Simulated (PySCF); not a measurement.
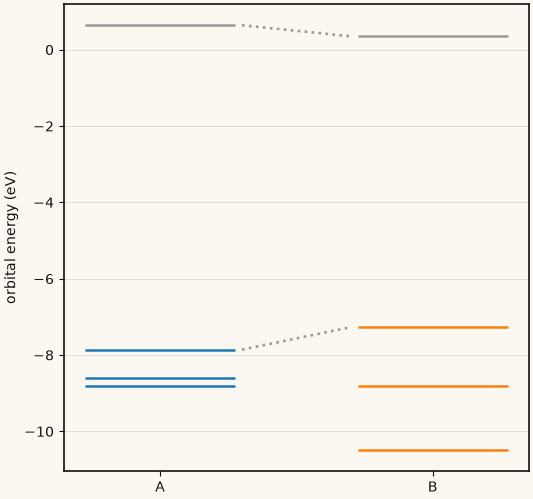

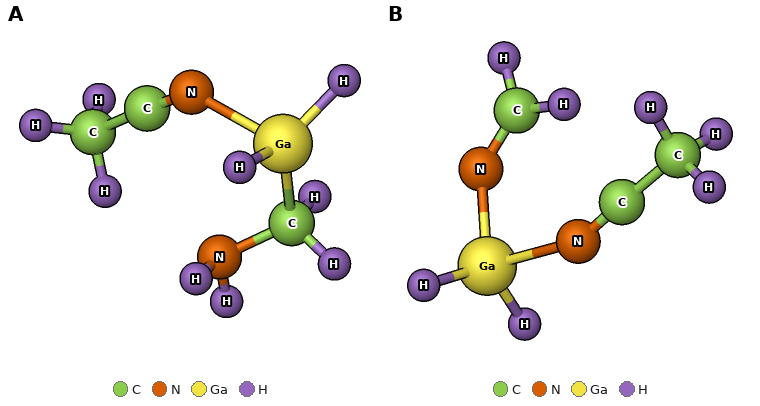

Related molecules: A is C₃H₉GaN₂, SMILES CC#[N+][GaH2-][CH2]N, singlet; B is C₃H₇GaN₂, SMILES C=[N][GaH2-][N+]#CC, singlet. Frontier orbital energies, CAM-B3LYP/def2-SVPD with PySCF 2.14.0, at a PBE0-D3(BJ)/def2-SVP geometry (no frequency check); drawn are at most three filled levels and, in grey, the LUMO with any level within 0.03 eV of it; dotted lines join the HOMOs and the LUMOs.

Q: What does the change do to the frontier levels?

A: From A to B the HOMO rises by 0.59 eV and the LUMO falls by 0.29 eV, so the separation goes from 8.50 to 7.62 eV.

Q: Does the ΔSCF ionisation energy follow the HOMO?

A: A: −ε(HOMO) 7.86, ΔSCF 8.63 eV; B: −ε(HOMO) 7.27, ΔSCF 7.97 eV.

Caveats, for all or some of the runs: empty levels above zero depend strongly on the basis; one conformer of a flexible molecule.
